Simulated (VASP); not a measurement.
Band structure of Rb (bcc). These are rev-vdW-DF2, VASP's PBE PAW potentials (set 64) (plane waves; VASP 6.6.1) values and carry that method's errors.

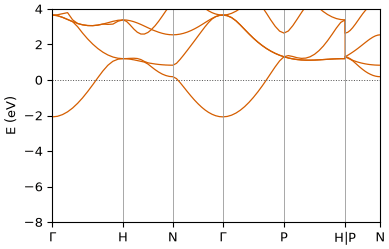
Bands along high-symmetry lines, zero at the valence-band maximum or, without a gap, the Fermi level

**Question.** Read the plot: is there a gap, and where are the band edges?

**Answer.** It has no gap at this level: it comes out as a metal or semimetal. (Edges off the drawn lines would not show.)

The compound is Rb in the bcc structure. It was relaxed first.
